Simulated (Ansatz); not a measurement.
Start from WSe$_{2}$ (space group P6_3/mmc, No. 194; a = 3.279 Å, c = 12.786 Å; layered, stacked along the Cartesian z axis). Axes: x lies along a and z along c of the hexagonal cell.

The change: uniaxial strain ε_zz = +3.00 %, all other strain components held at zero; the atoms relax in the strained cell.

Level of theory: Kohn–Sham DFT with the PBE-D3(BJ) functional, run in Ansatz (a quantum-chemistry and plane-wave program) with PAW and 420 eV plane waves, spin-orbit coupling left out.

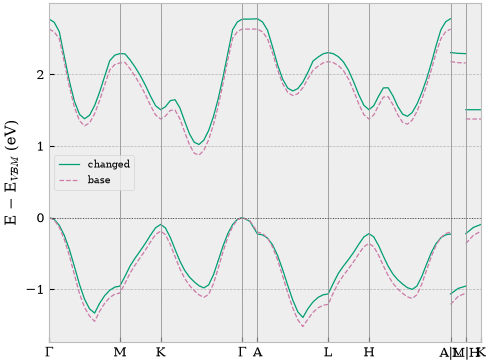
Figure. Highest valence and lowest conduction band along the path, each from its own valence-band maximum

### Question
Read the changed gap and its character from the plot.

### Answer
About 1.0 eV, indirect, Γ → K–Γ (47 % along).

Spin-orbit coupling, missing from the scalar runs, can matter with W. Stability against distortions was not tested.
